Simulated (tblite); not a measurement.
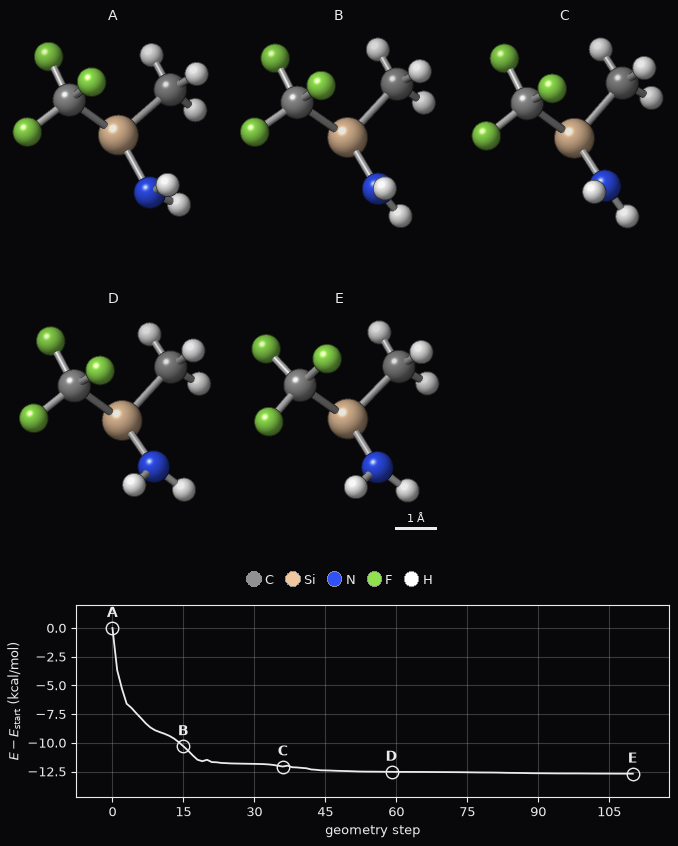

Frames of a relaxation of C$_{2}$H$_{5}$F$_{3}$NSi (multiplicity 2), marked on the history of the run. A ball-and-stick model, seen at a tilt.

The calculation used GFN2-xTB geometry optimisation, gas phase (tblite). 

**What happens along the run?**

An H atom moves most after the best rigid fit: 1.06 Å. Largest moves by element: H 1.06 Å, F 0.50 Å, Si 0.28 Å, N 0.24 Å, C 0.21 Å. Some distances before and after: C–Si 1.829 → 1.962 Å, C–Si 1.849 → 1.898 Å, N–Si 1.738 → 1.723 Å, C–H 1.099 → 1.086 Å. Among the angles between lasting bonds that change: N–Si–C 119.5° → 99.8°, Si–N–H 110.4° → 120.8°, C–Si–C 113.0° → 107.9°. Over 110 geometry steps the energy falls by 12.7 kcal/mol. From step 0 to 15: an H atom moves most (0.36 Å), energy −10.3 kcal/mol. From step 15 to 36: an H atom moves most (0.42 Å), energy −1.76 kcal/mol. From step 36 to 59: an H atom moves most (0.37 Å), energy −0.46 kcal/mol. From step 59 to 110: F atoms move most (0.34 Å), energy −0.16 kcal/mol.
